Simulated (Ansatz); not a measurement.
The calculation's input:

```
basis:
  gaussian: {orbitals: def2-TZVPD}
crystal:
  periodic: [false, false, false]
  atoms:
    - {symbol: C, position_ang: [-1.109794, -0.818631, -0.538539]}
    - {symbol: B, position_ang: [0.278464, -0.715159, 0.171184]}
    - {symbol: Cl, position_ang: [1.723482, -1.378487, -0.616201]}
    - {symbol: Ge, position_ang: [0.559405, 0.186124, 2.031819]}
    - {symbol: H, position_ang: [-1.859282, -1.245720, 0.143113]}
    - {symbol: H, position_ang: [-1.107792, -1.392038, -1.470945]}
    - {symbol: H, position_ang: [-1.473519, 0.197721, -0.757441]}
    - {symbol: H, position_ang: [1.041328, -0.858357, 3.069655]}
    - {symbol: H, position_ang: [-0.738301, 0.828368, 2.584024]}
    - {symbol: H, position_ang: [1.643110, 1.289433, 1.961021]}
hamiltonian: {xc: {name: PBE0}}
output: {forces: true, orbitals: {seedname: orbitals}}
```

Launched as:

```sh
ansatz run input.yaml --threads 1 --pin off --max-ram 2610MiB --events-out events.jsonl --progress --plain --runs-dir runs
```

Geometry: B3LYP/6-31G*.

Computed with Ansatz, isolated molecule in a Gaussian basis; Kohn-Sham density functional theory, functional PBE0.

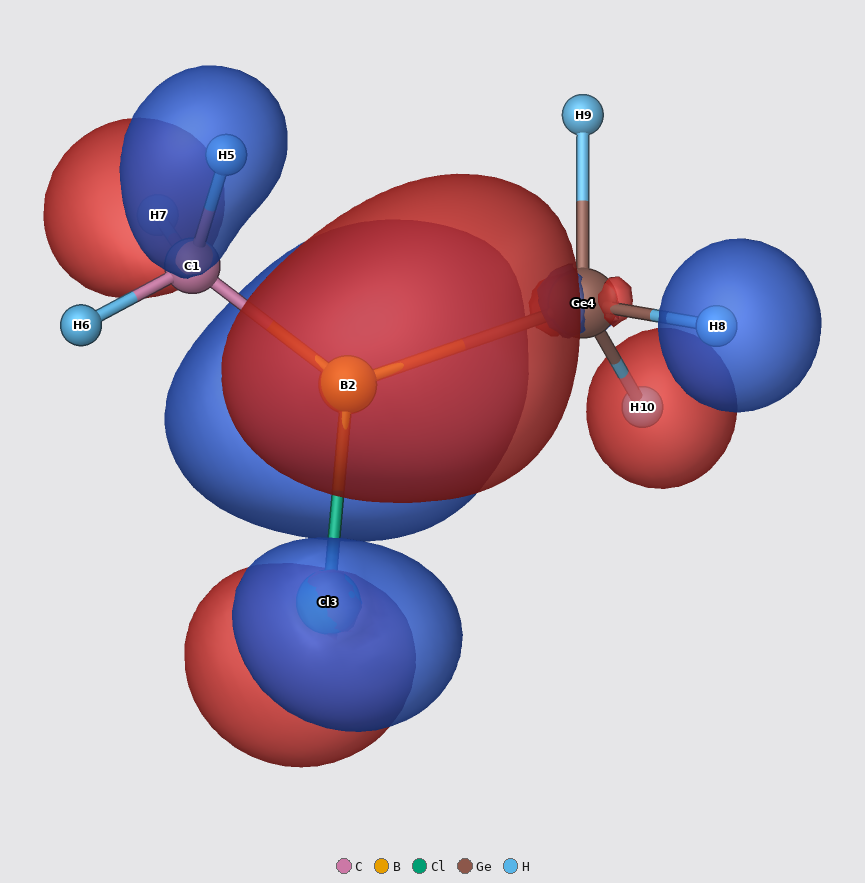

CH6BClGe. One frontier orbital at ±0.08 Å⁻³ᐟ² (red and blue are the two phases), seen at a tilt.

> Which orbital is it: HOMO or LUMO?

The LUMO, at −1.79 eV. By Hirshfeld shares it lies mainly on B2 (about 50 %), Cl3 (about 15 %), Ge4 (about 15 %) and C1 (about 10 %).
